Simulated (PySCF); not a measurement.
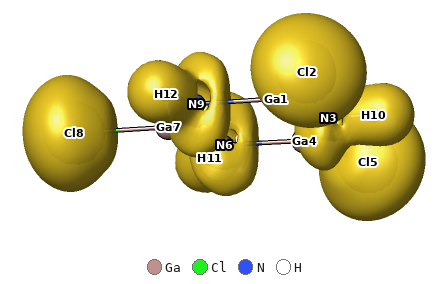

Figure. Cl3Ga3H3N3 ((ClGaNH)3 ring). Isosurface of the ELF at 0.75 (yellow), seen from one side. Only the valence region is drawn (cores and ρ < 0.01 e/Å³ removed).

Geometry: PBE0-D3(BJ)/def2-SVP.

Level of theory: CAM-B3LYP/def2-SVPD, SCF density, gas phase in PySCF.

```xyz
12

Ga    0.0550    1.2820   -1.3122
Cl    0.0892    2.7785   -2.8402
N    -1.4537    0.9684   -0.3448
Ga   -1.5369   -0.2912    0.9640
Cl   -3.3346   -0.6197    2.0753
N    -0.0312   -1.2601    1.2912
Ga    1.5151   -1.0112    0.3661
Cl    3.2682   -2.1734    0.7600
N     1.5186    0.2752   -0.9216
H    -2.2847    1.5153   -0.5467
H    -0.0602   -1.9746    2.0118
H     2.3707    0.4280   -1.4518
```

**Where are the electrons localised?**

The ELF exceeds this value in three regions wrapped around Cl (the valence shell of each) and three joined regions spread over several atoms (H, N), in which their bonds and any lone pairs are merged. Profiles from the grid: Ga–N (1.82 Å): the ELF peaks at about 0.85 in the valence shell of N, 0.6 Å from its nucleus, and is about 0.35 at the midpoint. Ga–Cl (2.14 Å): the ELF peaks at about 0.85 in the valence shell of Cl, 0.8 Å from its nucleus, and is about 0.60 at the midpoint.
